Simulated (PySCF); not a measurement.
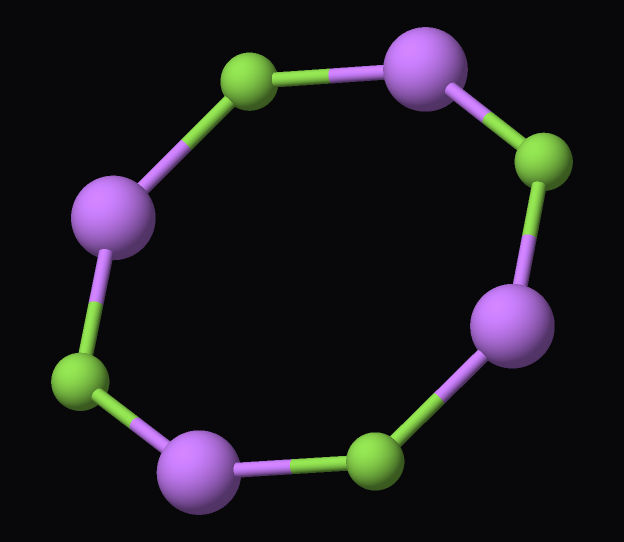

The picture shows a molecular structure as a ball-and-stick model. Every bond is drawn as one stick, whatever its order. Colours: lithium purple, fluorine green.

The geometry was computed by an optimisation with PBE0-D3(BJ)/def2-SVP. No frequency run is at hand to confirm it as a minimum.

What does the picture show?

Formula Li₄F₄. All atoms lie on one plane. Coordination: 4 Li bent; 4 F bent.

The parts below concern this one geometry. Atoms keep their numbers from picture to picture.

**Shape**

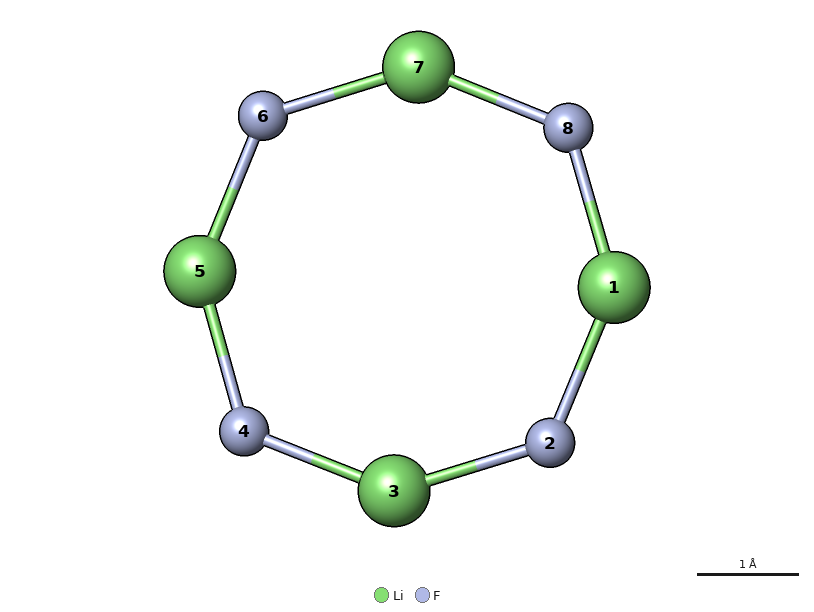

No frequency run is at hand to confirm it as a minimum.

What are the angles F2–Li1–F8, F2–Li3–F4, Li1–F2–Li3?

```json
{"angle": "F2–Li1–F8", "degrees": "140.3"}
{"angle": "F2–Li3–F4", "degrees": "142.6"}
{"angle": "Li1–F2–Li3", "degrees": "128.6"}
```

**Quadrupole coupling**

No frequency run is at hand to confirm it as a minimum. Electric field gradients from the ground-state density, B3LYP/pcJ-1 (PySCF 2.14.0), non-relativistic apart from any core potentials.

Give the largest field-gradient component, the quadrupole coupling constant and the asymmetry for 7Li at Li1 (Q = −40 mb), 7Li at Li3 (Q = −40 mb).

```csv
atom,V_zz (a.u.),e²qQ/h (MHz),η
Li1,−0.059,0.559,0.12
Li3,−0.060,0.568,0.10
```

**Spin–spin coupling**

No frequency run is at hand to confirm it as a minimum. Level of theory: B3LYP/pcJ-1 indirect spin-spin coupling, non-relativistic, gas phase (PySCF 2.14.0). Isotopes: 19F, 7Li.

Give the spin–spin coupling constants of these pairs, with the number of bonds between them: Li1/F8, Li1/F2, F2/Li3, Li3/F4, F4/Li5, Li5/F6, Li7/F8, Li1/Li3, Li1/Li7, F2/F8, F2/F4, F4/F6, F6/F8.

| pair | bonds apart | J (Hz) |
| --- | --- | --- |
| Li1, F8 | 1 | 163.2 |
| Li1, F2 | 1 | 163.1 |
| F2, Li3 | 1 | 163.7 |
| Li3, F4 | 1 | 163.3 |
| F4, Li5 | 1 | 163.0 |
| Li5, F6 | 1 | 163.3 |
| Li7, F8 | 1 | 163.9 |
| Li1, Li3 | 2 | 0.9 |
| Li1, Li7 | 2 | 0.9 |
| F2, F8 | 2 | 6.2 |
| F2, F4 | 2 | 8.6 |
| F4, F6 | 2 | 6.8 |
| F6, F8 | 2 | 8.0 |

Density functionals are unreliable for couplings to fluorine, so those rows may be far off.

**Excitation**

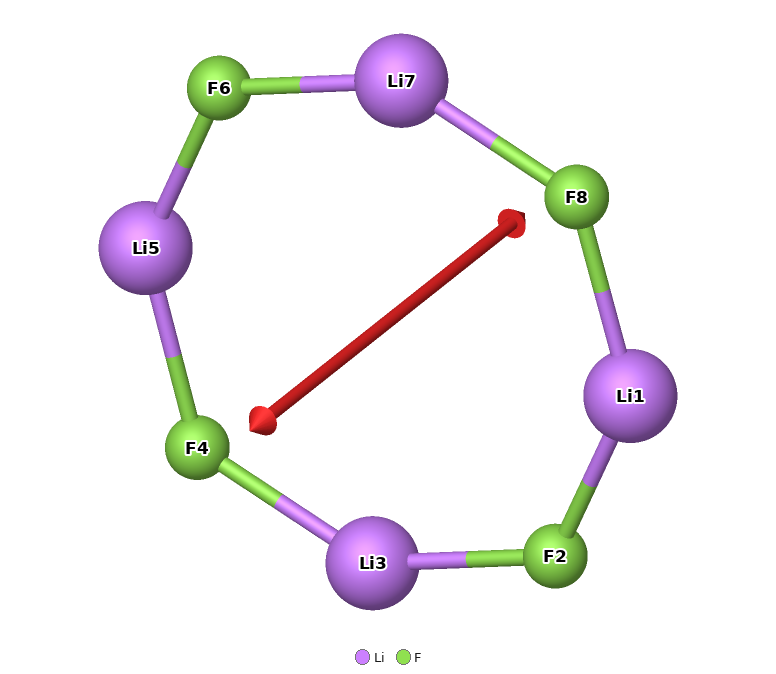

The double arrow shows the direction of the transition dipole to excited singlet state 7 (its length means nothing). No frequency run is at hand to confirm it as a minimum. Level of theory: TDDFT ωB97X-D/def2-SVPD, vertical, gas phase, core orbitals frozen in the response (PySCF 2.14.0).

> How is the transition polarised?

Normal to the molecular plane.

> Give its energy, strength and character.

8.68 eV (143 nm), oscillator strength 0.21, mainly HOMO−6 → LUMO (weight 0.53); transition dipole 2.51 D.

**Charges**

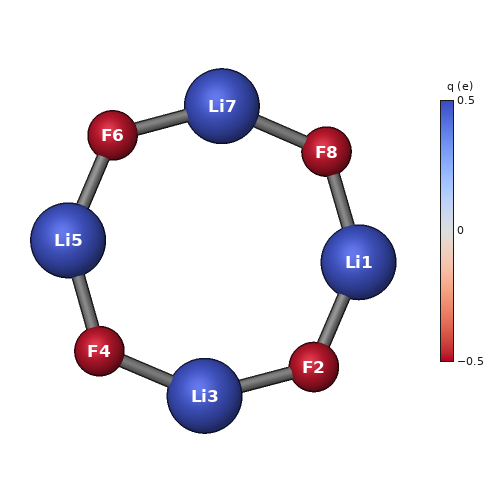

Atoms are coloured by their Hirshfeld charges. No frequency run is at hand to confirm it as a minimum. Method: PBE0/pcSseg-1, gas phase (PySCF 2.14.0).

Give the Hirshfeld charges atom by atom.

```tsv
atom	value (e)
Li1	0.48
F2	−0.48
Li3	0.48
F4	−0.48
Li5	0.48
F6	−0.48
Li7	0.48
F8	−0.48
```
